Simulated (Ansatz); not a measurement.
BH4OSi (SMILES [O]B[SiH3]) (doublet)

Input

```
crystal:
  periodic: [false, false, false]
  atoms:
    - { symbol: O, position_ang: [-1.65842, -1.08178, 0.55302] }
    - { symbol: B, position_ang: [-0.48769, -1.19759, 0.20393] }
    - { symbol: Si, position_ang: [0.33647, 0.76507, -0.13578] }
    - { symbol: H, position_ang: [0.3116, -2.031, -0.003] }
    - { symbol: H, position_ang: [1.74779, 0.6717, -0.51883] }
    - { symbol: H, position_ang: [0.19538, 1.50726, 1.11372] }
    - { symbol: H, position_ang: [-0.44513, 1.36635, -1.21306] }
magnetization:
  spin_polarized: true
  initial_magnetization: 1
basis:
  gaussian: { orbitals: def2-SVP }
hamiltonian:
  xc: pbe
  dispersion: d4
relax:
  f_tol: 0.02
  max_steps: 40
output:
  orbitals: {}
```

Run with:

```sh
ansatz run input.yaml --threads 1 --pin off --max-ram 2048MiB --backend cpu --events-out ev --progress --plain --runs-dir out
```

The fields are those of the relaxed geometry.

Computed with UKS PBE-D4/def2-SVP in Ansatz.

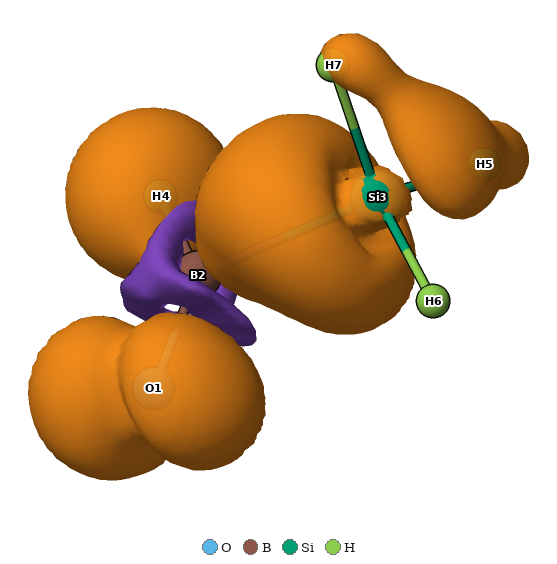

Figure 1. Isosurfaces of the spin density at +0.015 (orange) and −0.015 e/Å³ (purple), seen at an oblique angle.

Which atoms carry the spin?

The unpaired spin (1 electron) lies mostly on O1 (about 0.5), Si3 (about 0.3), B2 (about 0.1) and H4 (about 0.1), in electrons by Hirshfeld's partition.

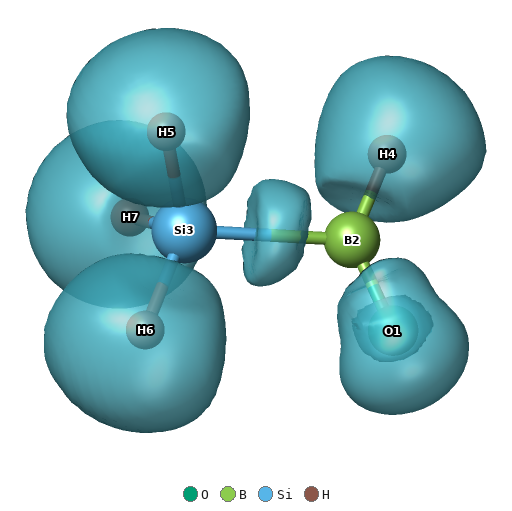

Figure 2. Isosurface of the ELF at 0.75 (cyan), seen at a tilt. Core shells and regions of very low density are left out.

Identify the bonds, lone pairs and shells in this picture.

At this value the surface marks out one region between bonded B–Si atoms (shared pairs), four regions around hydrogen nuclei and one region on O in which the atom's valence shell and bonds are merged. Along the contacts the grid gives the following. B–O (1.26 Å): the ELF peaks at about 0.90 between the atoms: a polar covalent bond. Si–B (2.12 Å): the ELF peaks at about 0.95 between the atoms, as expected for a shared electron pair.

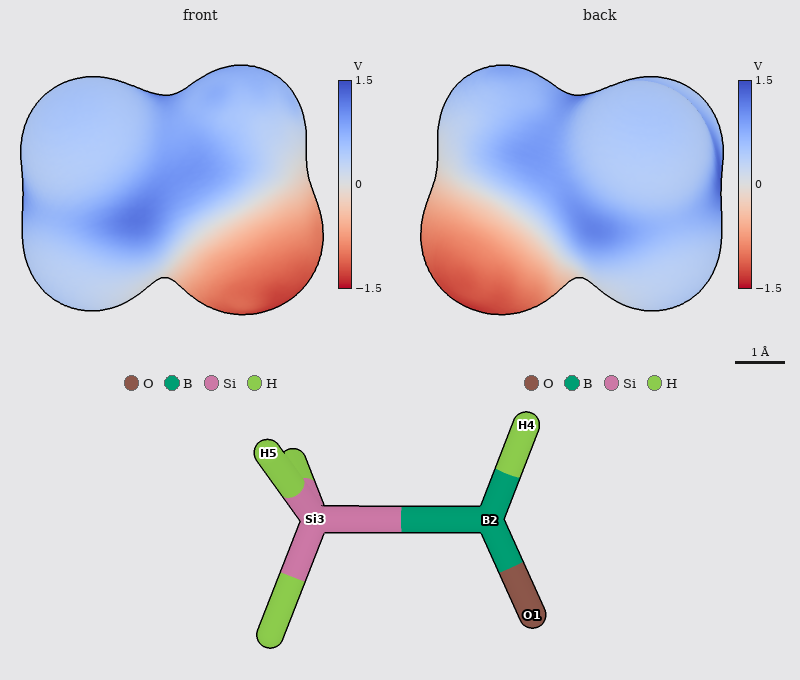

Figure 3. The molecular electrostatic potential painted on the density surface at 0.002 e/bohr³, seen from the front and from behind; red is negative and blue positive. The bare structure is drawn below in the same view.

Where is the surface potential most negative and most positive?

The most negative region (about −1.3 V, or −30 kcal/mol for a unit charge) lies over O1, the most positive (about +1.3 V, or +30 kcal/mol for a unit charge) over Si3. O1 is the likeliest acceptor of a hydrogen bond.

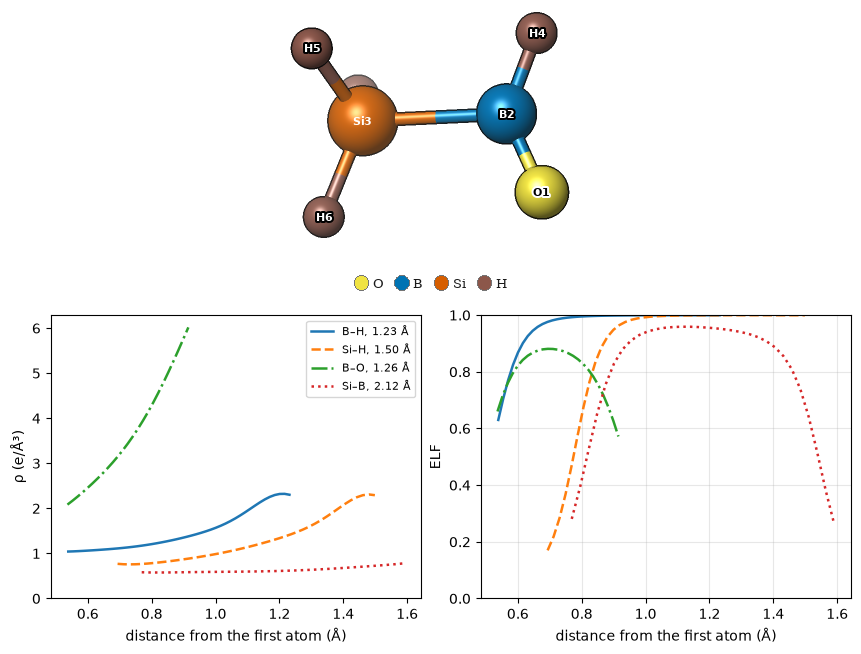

Figure 4. Total electron density and electron localisation function along straight lines between neighbouring atoms. The curves leave out the atomic cores. The structure is drawn too.

Compare the contacts.

B–H (1.23 Å): ρ at the midpoint is about 1.1 e/Å³; the ELF climbs to about 1 towards the hydrogen, as it does in any bond to H: an ordinary covalent bond to hydrogen.
Si–H (1.50 Å): ρ is about 0.76 e/Å³ halfway; the ELF climbs to about 1 towards the hydrogen.
B–O (1.26 Å): the density is about 2.7 e/Å³ at the midpoint; the ELF peaks at about 0.90 between the atoms; a polar covalent bond.
Si–B (2.12 Å): ρ is about 0.59 e/Å³ halfway; the ELF peaks at about 0.95 between the atoms; localised, covalent bonding.
